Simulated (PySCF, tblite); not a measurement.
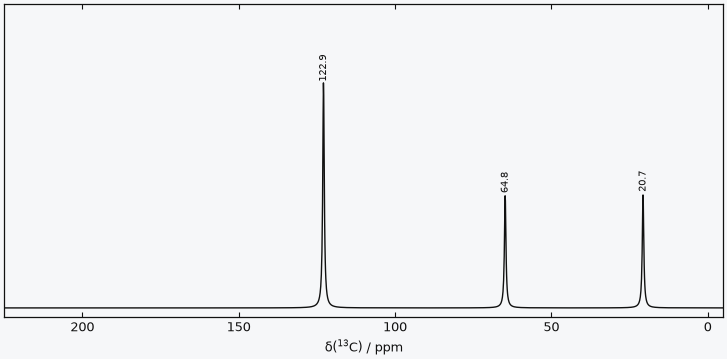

GIAO shifts, PBE0/pcSseg-1 with PySCF 2.14.0, at a GFN2-xTB geometry (a minimum by its frequencies), against TMS for ¹³C computed at the same level. Gas phase, fully decoupled, line heights follow the number of nuclei, widths are arbitrary (no quadrupolar broadening); values of one conformer, averaged over nuclei that symmetry, rotation about single bonds or ring flips exchange, these motions taken as fast; other conformers aren't averaged in.

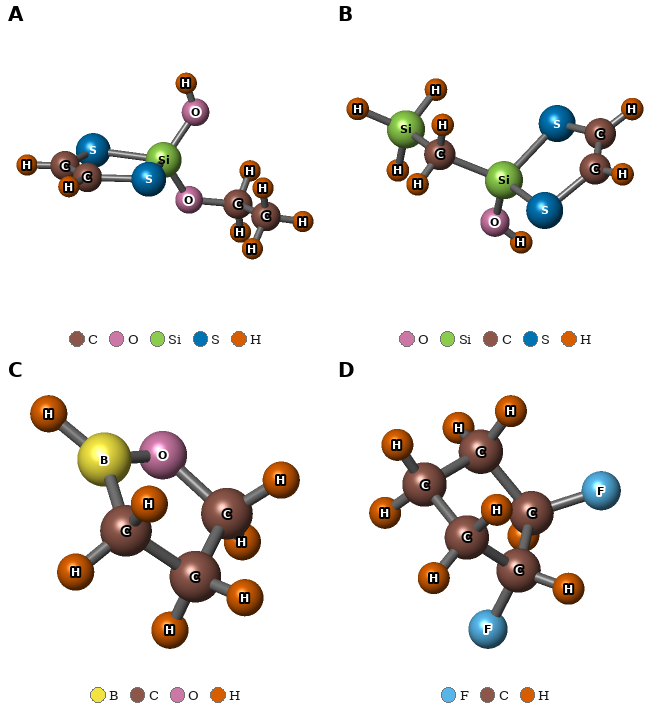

Which structure fits the spectrum? Choose among the lettered structures.

Answer. Structure A, C₄H₈O₂S₂Si, SMILES CCO[Si]1(O)SC=CS1. Its ¹³C signals: 122.9 (2 C), 64.8 (1 C), 20.7 (1 C) ppm.

Caveats: the tight-binding geometry is rougher than a DFT one and adds to the error.
